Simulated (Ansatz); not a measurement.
# Geometry relaxation of AlH₃Cl₂O

- system: AlH₃Cl₂O
- method: RKS PBE0-D4/6-31G* (Ansatz 0.2.0)

The input holds or restrains some coordinates. It belongs to a series of runs on one base structure; here: pulled along the bonds that form and break, towards end A. Figures and captions count atoms from 1; the log counts them from 0 in places.

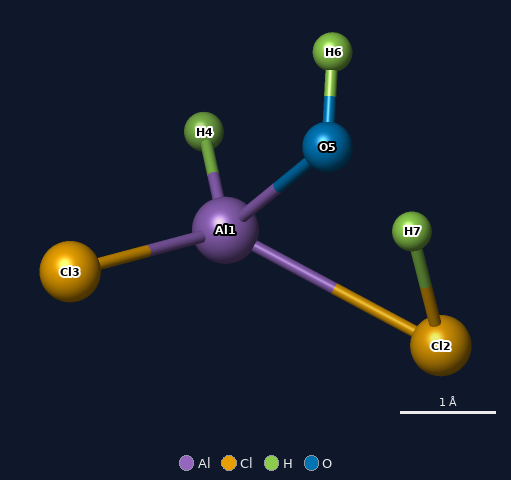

*The structure as given in the input (ball-and-stick view, seen at a tilt; atoms are numbered from 1 in the order of the input). Sticks mark near contacts.*

Bond lengths as drawn: Al–Cl 2.23 to 2.58 Å, Al–H 1.56 Å, Al–O 2.08 Å, Cl–H 1.60 Å and H–O 1.01 Å.

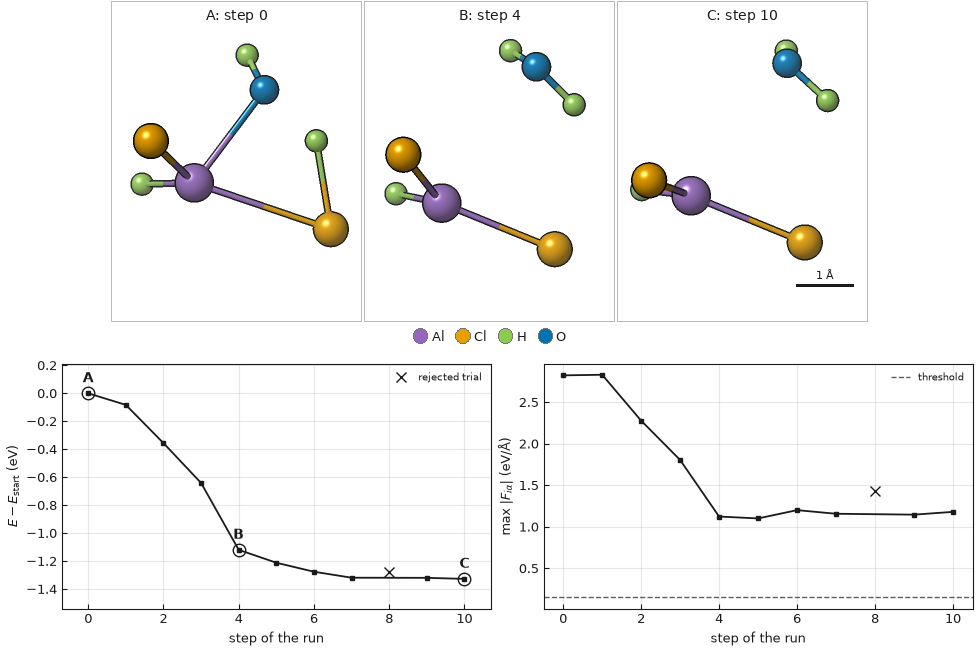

*Frames of the restrained relaxation (ball-and-stick view, seen at a tilt) above the curves, on which the letters mark them (the first geometry is step 0 here and step 1 in the log).*

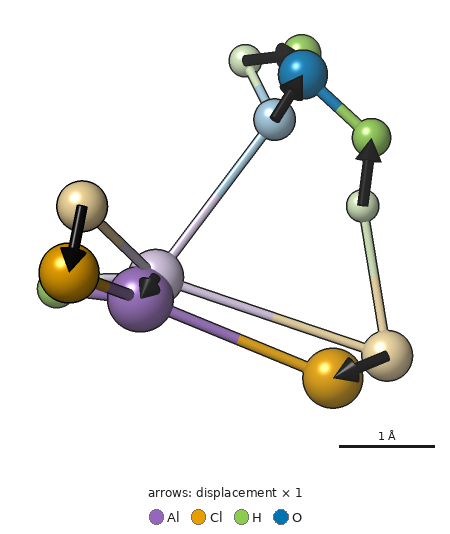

*Start (faint) and end (solid) with the displacements as black arrows, at true length (ball-and-stick view, seen at a tilt). The two geometries are laid on each other by the best rigid fit.*

The largest moves after the best rigid fit, 0.73 Å, are those of Cl3 and H6. Largest moves by element: Cl 0.73 Å, H 0.73 Å, O 0.60 Å, Al 0.34 Å. Among the contacts that change: Cl2–H7 1.599 → 2.574 Å, Al1–O5 2.080 → 2.958 Å, Al1–Cl2 2.580 → 2.197 Å, O5–H7 1.301 → 0.985 Å. New bonds form: O5–H7 (1.30 → 0.99 Å). Bonds break: Al1–O5 (2.08 → 2.96 Å). Among the angles that change: Cl3–Al1–H4 120.0° → 123.4°, Cl2–Al1–Cl3 120.0° → 116.9°. The energy falls by 1.327 eV in 10 geometry steps. Largest force component: 2.8 eV/Å at the start, 1.2 eV/Å at the end. The line search rejected the trial step at point 8 (counted from 0) and went back. (Atoms are counted from 1 in the order of the input.)

The input that produced these results follows, with the program's output.

**The input**
```yaml
crystal:
  periodic: [false, false, false]
  atoms:
    - { symbol: Al, position_ang: [0.0, 0.0, 0.0] }
    - { symbol: Cl, position_ang: [0.0, 0.0, 2.58] }
    - { symbol: Cl, position_ang: [1.9312, 0.0, -1.115] }
    - { symbol: H, position_ang: [-1.351, 0.0, -0.78] }
    - { symbol: O, position_ang: [0.4375, -1.9248, 0.6559] }
    - { symbol: H, position_ang: [-0.1954, -2.5811, 0.2213] }
    - { symbol: H, position_ang: [0.3128, -1.3761, 1.8287] }
basis:
  gaussian: { orbitals: "6-31G*" }
hamiltonian:
  xc: pbe0
  dispersion: d4
relax:
  f_tol: 0.15
  max_steps: 25
  restrain:
    - { distance: [0, 4], at: 2.98, k: 30.0 }
    - { distance: [6, 1], at: 2.57, k: 30.0 }
    - { distance: [0, 1], at: 2.23, k: 30.0 }
    - { distance: [6, 4], at: 1.01, k: 30.0 }
```

Run as:
```bash
ansatz run input.yaml --threads 1 --pin off --max-ram 2048MiB --backend cpu --events-out ev --progress --plain --runs-dir out
```

**Output**
```
The last accepted step is kept in [file] (removed where the run ends without a failure and the disk answers)
Engine: ansatz 0.2.0, aarch64-unknown-linux-gnu
Functional definition: PBE0
  parameter a = 0.25
  parameter kappa = 0.804
  parameter beta = 0.06672455060314922
  exchange = (1 - a)*pbe_x(kappa = kappa, mu = beta*pi^2/3) + a*exact_x
  correlation = pbe_c(beta = beta)
783 factors; integrals over basis functions are off by at most 5.7e-4 eV
mean field evaluation 1: about -33721.4840 eV, gradient 4.5e1 eV
mean field evaluation 2: about -33713.3567 eV, gradient 7.9e1 eV
mean field evaluation 4: about -33725.4340 eV, gradient 2.8e0 eV
mean field evaluation 8: about -33725.4709 eV, gradient 9.3e-2 eV
mean field evaluation 16: about -33725.4709 eV, gradient 8.1e-6 eV
mean field -33725.47093045 eV, -1239.3881967487 hartree, gradient 8.1e-6 eV, S^2 0.000000; 0 other end points of the search recorded, 0 dependent functions left out
the calculation of the forces begins
reference -33725.47096061 eV, -1239.3881978572 hartree; 29, 29 occupied and 49, 49 virtual orbitals, 783 factors
relax step   1: F+E_penalty+E_count = -33725.60325380 eV  Δ(F+E_penalty+E_count) = +0.000e0 eV  max|allowed force component| = 2.823e0 eV/Å  E_restraint = 29.40594190 eV  max|allowed force component, restraints' pulls added| = 3.016e1 eV/Å  Δτ_max = 0.0000 Å  (26 SCF iters, accepted)
  distance Al 0 - O 4 = 2.0800 Å
  distance H 6 - Cl 1 = 1.5987 Å
  distance Al 0 - Cl 1 = 2.5800 Å
  distance H 6 - O 4 = 1.3008 Å
these checks for a lower state are left out or cut short: starts, cluster_reference, orbital_swaps, neighbouring_geometries, increment
783 factors; integrals over basis functions are off by at most 5.1e-4 eV
mean field -33725.55577659 eV, -1239.3913147868 hartree, gradient 9.1e-6 eV, S^2 0.000000; 0 other end points of the search recorded, 0 dependent functions left out
[... from here on the field's lines of each further geometry are left out, up to the last ...]
relax step   2: F+E_penalty+E_count = -33725.68618514 eV  Δ(F+E_penalty+E_count) = -8.293e-2 eV  max|allowed force component| = 2.830e0 eV/Å  E_restraint = 14.32962989 eV  max|allowed force component, restraints' pulls added| = 2.151e1 eV/Å  Δτ_max = 0.1903 Å  (32 SCF iters, accepted)
relax step   3: F+E_penalty+E_count = -33725.95946188 eV  Δ(F+E_penalty+E_count) = -2.733e-1 eV  max|allowed force component| = 2.278e0 eV/Å  E_restraint = 4.92428689 eV  max|allowed force component, restraints' pulls added| = 1.054e1 eV/Å  Δτ_max = 0.1947 Å  (28 SCF iters, accepted)
relax step   4: F+E_penalty+E_count = -33726.24445498 eV  Δ(F+E_penalty+E_count) = -2.850e-1 eV  max|allowed force component| = 1.805e0 eV/Å  E_restraint = 0.44018522 eV  max|allowed force component, restraints' pulls added| = 4.412e0 eV/Å  Δτ_max = 0.1948 Å  (27 SCF iters, accepted)
relax step   5: F+E_penalty+E_count = -33726.72262900 eV  Δ(F+E_penalty+E_count) = -4.782e-1 eV  max|allowed force component| = 1.124e0 eV/Å  E_restraint = 0.06374123 eV  max|allowed force component, restraints' pulls added| = 8.959e-1 eV/Å  Δτ_max = 0.1944 Å  (28 SCF iters, accepted)
relax step   6: F+E_penalty+E_count = -33726.81489154 eV  Δ(F+E_penalty+E_count) = -9.226e-2 eV  max|allowed force component| = 1.101e0 eV/Å  E_restraint = 0.03681780 eV  max|allowed force component, restraints' pulls added| = 3.809e-1 eV/Å  Δτ_max = 0.1949 Å  (27 SCF iters, accepted)
relax step   7: F+E_penalty+E_count = -33726.87923577 eV  Δ(F+E_penalty+E_count) = -6.434e-2 eV  max|allowed force component| = 1.201e0 eV/Å  E_restraint = 0.02841194 eV  max|allowed force component, restraints' pulls added| = 4.612e-1 eV/Å  Δτ_max = 0.1989 Å  (27 SCF iters, accepted)
relax step   8: F+E_penalty+E_count = -33726.92194929 eV  Δ(F+E_penalty+E_count) = -4.271e-2 eV  max|allowed force component| = 1.157e0 eV/Å  E_restraint = 0.03083563 eV  max|allowed force component, restraints' pulls added| = 1.285e-1 eV/Å  Δτ_max = 0.1993 Å  (27 SCF iters, accepted)
relax step   9: F+E_penalty+E_count = -33726.88433010 eV  Δ(F+E_penalty+E_count) = +3.762e-2 eV  max|allowed force component| = 1.436e0 eV/Å  E_restraint = 0.03029768 eV  max|allowed force component, restraints' pulls added| = 1.420e0 eV/Å  Δτ_max = 0.1932 Å  (27 SCF iters, rejected (line search))
relax step  10: F+E_penalty+E_count = -33726.92286742 eV  Δ(F+E_penalty+E_count) = -9.181e-4 eV  max|allowed force component| = 1.146e0 eV/Å  E_restraint = 0.03090020 eV  max|allowed force component, restraints' pulls added| = 4.724e-1 eV/Å  Δτ_max = 0.0942 Å  (28 SCF iters, accepted)
the calculation of the forces begins
reference -33726.80552141 eV, -1239.4372420618 hartree; 29, 29 occupied and 49, 49 virtual orbitals, 783 factors
relax step  11: F+E_penalty+E_count = -33726.93039765 eV  Δ(F+E_penalty+E_count) = -7.530e-3 eV  max|allowed force component| = 1.180e0 eV/Å  E_restraint = 0.03337691 eV  max|allowed force component, restraints' pulls added| = 4.198e-2 eV/Å  Δτ_max = 0.0502 Å  (27 SCF iters, accepted)
  distance Al 0 - O 4 = 2.9575 Å
  distance H 6 - Cl 1 = 2.5741 Å
  distance Al 0 - Cl 1 = 2.1969 Å
  distance H 6 - O 4 = 0.9854 Å
783 factors; integrals over basis functions are off by at most 7.5e-4 eV
mean field evaluation 96: about -33726.8052 eV, gradient 3.4e-1 eV
mean field -33726.80549140 eV, -1239.4372409593 hartree, gradient 6.4e-6 eV, S^2 0.000000; 1 other end points of the search recorded, 0 dependent functions left out
the calculation of the forces begins
reference -33726.80552141 eV, -1239.4372420618 hartree; 29, 29 occupied and 49, 49 virtual orbitals, 783 factors
Total energy: -33726.93042766 eV, -1239.4418322819 hartree
Atom 0 at     0.083180     0.315355    -0.066532 Å, force     0.052045    -0.611004     1.180098 eV/Å
Atom 1 at     0.059136     0.398599     2.128610 Å, force    -0.000362     0.087659    -0.965917 eV/Å
Atom 2 at     1.882872     0.793535    -1.011774 Å, force    -0.011257     0.001747     0.005144 eV/Å
Atom 3 at    -1.279493     0.159589    -0.830770 Å, force     0.012990     0.003827    -0.007364 eV/Å
Atom 4 at     0.400013    -2.505707     0.763013 Å, force    -0.026244     0.921673     0.440372 eV/Å
Atom 5 at    -0.462789    -2.941538     0.748001 Å, force    -0.005531     0.002049     0.005524 eV/Å
Atom 6 at     0.452180    -2.101833     1.660350 Å, force    -0.021640    -0.405951    -0.657857 eV/Å
Dipole moment:    -0.485766    -0.321517     0.040126 e Å
```

**Trajectory as extended XYZ (Å, eV, eV/Å), 11 frames, from step=1 to step=11**
```
7
Properties=species:S:1:pos:R:3:forces:R:3 step=1 energy=-33725.60325
Al    0.0000    0.0000    0.0000    2.3613  -2.8227   0.5969
Cl    0.0000    0.0000    2.5800    0.0747   0.3682  -1.2966
Cl    1.9312    0.0000   -1.1150   -1.2837   0.7653   0.7538
H    -1.3510    0.0000   -0.7800   -0.2704   0.4615   0.1655
O     0.4375   -1.9248    0.6559   -1.3953   1.5743   0.1106
H    -0.1954   -2.5811    0.2213    0.8954   1.0520   1.4914
H     0.3128   -1.3761    1.8287   -0.3820  -1.3985  -1.8216
7
Properties=species:S:1:pos:R:3:forces:R:3 step=2 energy=-33725.68618
Al   -0.0102    0.1258    0.0394    2.1856  -2.3767   1.0112
Cl   -0.0314    0.1464    2.5540    0.0338   0.3701  -2.0040
Cl    1.9158    0.0098   -1.1054   -1.4352   0.7348   0.8967
H    -1.3524    0.0067   -0.7769   -0.0765   0.3724   0.2470
O     0.4705   -2.0502    0.7208   -0.1247   2.8301   1.0619
H    -0.1982   -2.5850    0.2303    0.0390   0.3984   1.5953
H     0.3410   -1.5355    1.7288   -0.6219  -2.3291  -2.8082
7
Properties=species:S:1:pos:R:3:forces:R:3 step=3 energy=-33725.95946
Al   -0.0201    0.2580    0.0845    1.8471  -2.0333   0.8791
Cl   -0.0591    0.2878    2.5037    0.0092   0.4034  -2.2778
Cl    1.8960    0.0192   -1.0922   -1.5423   0.7914   1.0340
H    -1.3503    0.0105   -0.7722    0.1789   0.4104   0.4094
O     0.5102   -2.1632    0.7741    0.5176   1.2173  -0.9562
H    -0.2039   -2.5851    0.2496   -0.0161   0.3989   1.5523
H     0.3622   -1.7092    1.6433   -0.9943  -1.1881  -0.6407
7
Properties=species:S:1:pos:R:3:forces:R:3 step=4 energy=-33726.24446
Al   -0.0164    0.3820    0.1245    1.2476  -1.8047   0.2531
Cl   -0.0798    0.4441    2.3894    0.0620   0.2815  -1.8009
Cl    1.8467    0.0559   -1.0541   -1.2839   0.8034   0.9694
H    -1.3357    0.0311   -0.7494    0.3257   0.4842   0.5139
O     0.5620   -2.3191    0.7901    0.5928   0.2803  -1.3990
H    -0.2132   -2.5917    0.2708   -0.0675   0.1547   0.9542
H     0.3714   -1.8843    1.6197   -0.8767  -0.1993   0.5093
7
Properties=species:S:1:pos:R:3:forces:R:3 step=5 energy=-33726.72263
Al    0.0257    0.3968    0.0272    0.2158  -1.1236   1.0532
Cl   -0.0458    0.4898    2.2113    0.0776   0.2521  -0.9644
Cl    1.8223    0.2429   -1.0298   -0.0048   0.3719   0.0493
H    -1.3487    0.1674   -0.6997   -0.0333   0.2024  -0.0251
O     0.5798   -2.4069    0.8266   -0.0525   0.9361   0.2477
H    -0.2015   -2.7250    0.3539   -0.1357  -0.0735   0.4535
H     0.3033   -2.0470    1.7014   -0.0671  -0.5654  -0.8143
7
Properties=species:S:1:pos:R:3:forces:R:3 step=6 energy=-33726.81489
Al    0.0376    0.3746    0.0120   -0.0173  -0.9397   1.1010
Cl   -0.0389    0.4855    2.2030    0.0953   0.1392  -1.0191
Cl    1.8391    0.3322   -1.0293    0.1038   0.2681   0.0011
H    -1.3506    0.2444   -0.7201    0.0420   0.1224   0.0038
O     0.5625   -2.4227    0.8032   -0.4492   0.9287   0.2111
H    -0.2200   -2.8870    0.4608    0.1504   0.1197   0.3809
H     0.3054   -2.0090    1.6614    0.0750  -0.6384  -0.6788
7
Properties=species:S:1:pos:R:3:forces:R:3 step=7 energy=-33726.87924
Al    0.0267    0.3512   -0.0400    0.5802  -0.7355   1.2007
Cl    0.0401    0.4713    2.1594   -0.0560   0.0886  -1.0584
Cl    1.8932    0.5216   -1.0018   -0.3366   0.1093   0.0939
H    -1.3606    0.2365   -0.7580   -0.0213   0.0501  -0.0734
O     0.5006   -2.4467    0.7886   -0.4634   0.8751   0.3037
H    -0.2872   -2.9725    0.5713    0.1849   0.1382   0.2168
H     0.3222   -2.0433    1.6713    0.1123  -0.5259  -0.6834
7
Properties=species:S:1:pos:R:3:forces:R:3 step=8 energy=-33726.92195
Al    0.0723    0.3331   -0.0602    0.0950  -0.5891   1.1572
Cl    0.0452    0.4304    2.1354    0.0234   0.0563  -0.9902
Cl    1.8882    0.7196   -1.0239   -0.0630   0.0035   0.0431
H    -1.3020    0.2398   -0.8115    0.0057  -0.0072  -0.0253
O     0.4139   -2.4863    0.7635   -0.1312   0.9237   0.5331
H    -0.3780   -3.0427    0.7255    0.0620   0.1119   0.0356
H     0.3956   -2.0760    1.6621    0.0082  -0.4991  -0.7534
7
Properties=species:S:1:pos:R:3:forces:R:3 step=9 energy=-33726.88433 accepted=F
Al    0.0621    0.3010   -0.0718    0.1715  -0.5605   1.2048
Cl    0.0469    0.3730    2.1221   -0.0454   0.1370  -0.9376
Cl    1.8683    0.7514   -1.0194   -0.0122   0.0038   0.0006
H    -1.2989    0.2079   -0.8514    0.0100  -0.0567   0.0260
O     0.4534   -2.5018    0.8009   -1.4355   0.3658   0.2515
H    -0.4679   -2.8756    0.6890    1.4205   0.5362   0.3392
H     0.4712   -2.1379    1.7214   -0.1088  -0.4256  -0.8845
7
Properties=species:S:1:pos:R:3:forces:R:3 step=10 energy=-33726.92287
Al    0.0707    0.3145   -0.0593    0.1012  -0.5687   1.1464
Cl    0.0495    0.4131    2.1347   -0.0082   0.0574  -0.9716
Cl    1.8789    0.7435   -1.0136   -0.0174   0.0047   0.0154
H    -1.2936    0.2052   -0.8290    0.0061  -0.0238   0.0095
O     0.4273   -2.5039    0.7699   -0.5414   0.7529   0.4613
H    -0.4328   -2.9661    0.7220    0.4675   0.2594   0.0716
H     0.4352   -2.0883    1.6661   -0.0078  -0.4820  -0.7327
7
Properties=species:S:1:pos:R:3:forces:R:3 step=11 energy=-33726.93040
Al    0.0832    0.3154   -0.0665    0.0520  -0.6110   1.1801
Cl    0.0591    0.3986    2.1286   -0.0004   0.0877  -0.9659
Cl    1.8829    0.7935   -1.0118   -0.0113   0.0017   0.0051
H    -1.2795    0.1596   -0.8308    0.0130   0.0038  -0.0074
O     0.4000   -2.5057    0.7630   -0.0262   0.9217   0.4404
H    -0.4628   -2.9415    0.7480   -0.0055   0.0020   0.0055
H     0.4522   -2.1018    1.6603   -0.0216  -0.4060  -0.6579
```

**Results in brief**

| quantity | value |
| --- | --- |
| outcome | converged under the restraints of the input |
| total energy | −33726.9304 eV |
| mean-field energy | −33726.8055 eV |
| largest force (length of the vector) at the end, held atoms and coordinates included | 1.330 eV/Å |
| hardware | 1 thread of Arm Neoverse V2, 24 GiB of memory available, shared host |
| wall time | 38 s |
| peak memory | 0.16 GiB |
